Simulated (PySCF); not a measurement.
```xyz
14
charge 0, multiplicity 1
Si    1.3254    0.5804    1.5849
C     2.4171   -0.2395    0.2766
C     3.4035    0.6815   -0.4495
Si    4.7988    1.3834    0.5931
Cl    5.6873   -0.1783    1.6353
H     0.3013   -0.3946    2.0688
H     2.1319    1.0469    2.7544
H     0.6257    1.7670    0.9981
H     1.7379   -0.7152   -0.4520
H     2.9608   -1.0652    0.7674
H     2.8829    1.5440   -0.9056
H     3.8854    0.1466   -1.2871
H     5.8355    2.0044   -0.2794
H     4.3242    2.3823    1.5921
```

Work out the structure from the coordinates.

The molecule is C₂H₉ClSi₂. Its SMILES string is `[SiH3]CC[SiH2]Cl`. It has no ring. Among its groups: Si–H bond. This geometry has C1 symmetry. Coordination: 2 Si tetrahedral; 2 C tetrahedral.

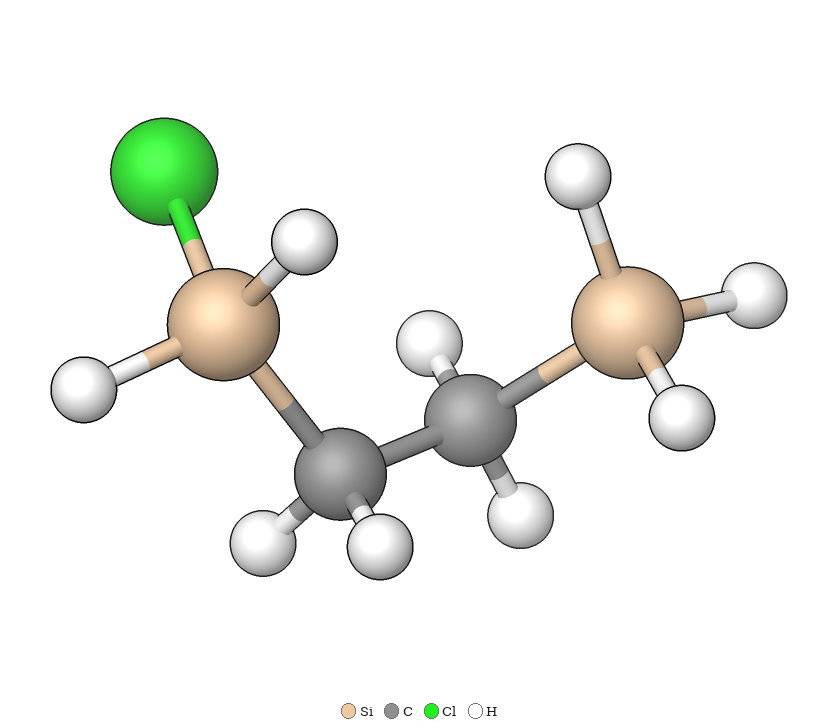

The picture comes from a calculation with PySCF.
